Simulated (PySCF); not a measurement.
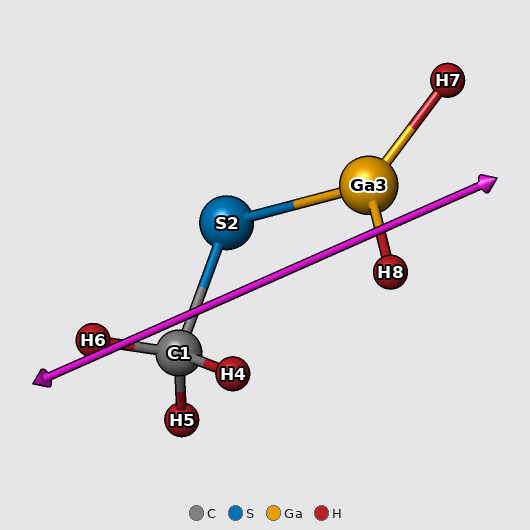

The double arrow shows the direction of the transition dipole to excited singlet state 1 (its length means nothing). Computed geometry: GFN2-xTB optimisation. No frequency run is at hand to confirm it as a minimum. Properties computed with TDDFT PBE0/def2-SVPD, vertical, gas phase, core orbitals frozen in the response (PySCF 2.14.0).

> Where does the transition lie, and how strong is it?

4.86 eV (255 nm), oscillator strength 0.067, mainly HOMO → LUMO (weight 0.95); transition dipole 1.90 D.

The geometry is semi-empirical. Around Ga such bond lengths and angles can be off by a tenth of an ångström or more and by several degrees, and values that hang on the shape move with them.
